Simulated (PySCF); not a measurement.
Reaction (SMILES): P (PH3) + H+ → [PH4+]
B3LYP-D3(BJ)/def2-TZVP geometries, fixed; electronic energies without zero-point terms; positive where energy is released.

Basis-set convergence of the proton affinity at HF with PySCF. All functions are spherical. Density fitting with generated auxiliary sets. In sets without p functions on hydrogen, species with hydrogen take exact integrals. No added dispersion term, no relativity. Functions are those of the species that has most. Reference: the value in def2-QZVPPD, 201.16 kcal/mol, itself unsure by roughly 0.04 kcal/mol (its mean distance from pcseg-3, def2-QZVPP, cc-pV(Q+d)Z). Deviations are taken from unrounded values.

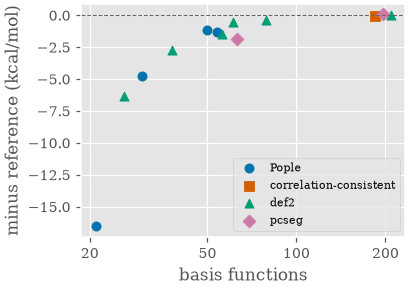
*Deviation from the reference against the number of basis functions, by family of sets.*

```
basis        functions  proton affinity (kcal/mol)  minus reference (kcal/mol)
-----------  ---------  --------------------------  --------------------------
3-21G               21                      184.63                      -16.53
def2-SV(P)          26                      194.81                       -6.35
6-31+G*             30                      196.43                       -4.73
def2-SVP            38                      198.47                       -2.69
6-311G**            50                      200.01                       -1.15
6-311+G**           54                      199.88                       -1.28
def2-SVPD           56                      199.73                       -1.44
def2-TZVP           61                      200.67                       -0.49
aug-pcseg-1         63                      199.28                       -1.88
def2-TZVPD          79                      200.78                       -0.38
cc-pV(Q+d)Z        184                      201.14                       -0.02
pcseg-3            196                      201.24                        0.08
def2-QZVPPD        208                      201.16                        0.00
```
